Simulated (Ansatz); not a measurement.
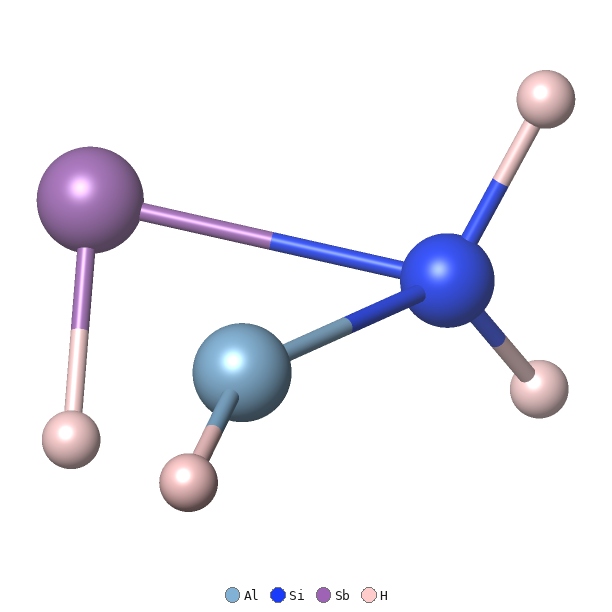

A ball-and-stick model of a molecule.

The geometry was computed by an optimisation with PBE0-D4/def2-TZVP.

Question: What is the molecular formula?

Answer: AlH4SbSi, 7 atoms: 1 aluminium, 4 hydrogen, 1 antimony and 1 silicon.

Question: How many sets of symmetry-equivalent atoms are there?

Answer: 7: 1 Al, 1 Si, 1 Sb, 1 H, 1 H, 1 H, 1 H.

Question: Count the bonded pairs by element.

Answer: 2 Si–H, 1 Al–Si, 1 Sb–Si, 1 Al–H, 1 Sb–H. Sticks follow a distance rule.

Question: Give the symmetry (Schoenflies symbol).

Answer: C1.

More results for the same structure follow; atom numbers are the same in all pictures, views and colours differ.

## Vibrations

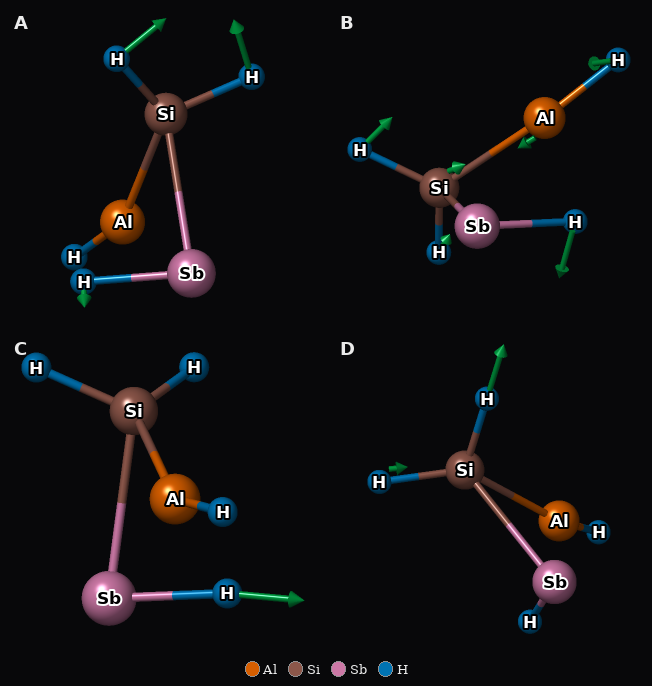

4 normal modes of one molecule or complex, as arrows. Harmonic vibrations computed with RKS PBE0-D4/def2-TZVP, core potentials on Sb (Ansatz 0.2.0) at a stationary point of the same level.

Question: Match the panels to the wavenumbers 463 cm⁻¹, 932 cm⁻¹, 1610 cm⁻¹, 2226 cm⁻¹.

Answer: A: 932 cm⁻¹, angle bending
B: 463 cm⁻¹
C: 1610 cm⁻¹, Sb–H stretching
D: 2226 cm⁻¹, Si–H stretching

## Levels of theory compared

Program: Ansatz 0.2.0.

At this fixed geometry, give HOMO energy (eV) at these levels: B3LYP-D4/def2-TZVPP; PBE0-D4/def2-QZVPP; r2SCAN-D4/def2-TZVPP; revPBE-D4/def2-TZVPP; ωB97M-V/def2-QZVPP; ωB97X-V/def2-TZVPP.

```
               level  HOMO energy (eV)
 B3LYP-D4/def2-TZVPP             −5.84
  PBE0-D4/def2-QZVPP             −6.05
r2SCAN-D4/def2-TZVPP             −5.39
revPBE-D4/def2-TZVPP             −5.15
  ωB97M-V/def2-QZVPP             −7.86
  ωB97X-V/def2-TZVPP             −8.01
```

## Charges

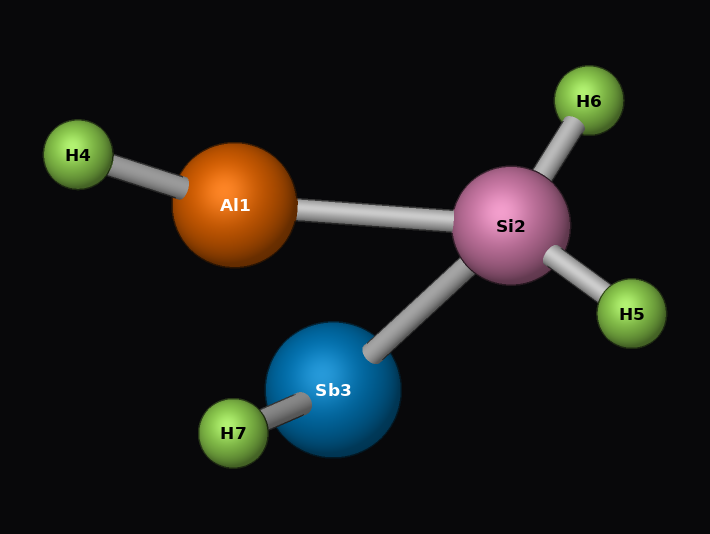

The questions are on Mulliken charges. Method: RKS B3LYP-D4/def2-TZVPP, core potentials on Sb (Ansatz 0.2.0).

Give the Mulliken charges atom by atom.

| atom | value (e) |
| --- | --- |
| Al1 | 0.25 |
| Si2 | −0.03 |
| Sb3 | 0.10 |
| H4 | −0.08 |
| H5 | −0.06 |
| H6 | −0.06 |
| H7 | −0.12 |

Mulliken values depend strongly on the basis set and can even reverse the polarity of a bond.
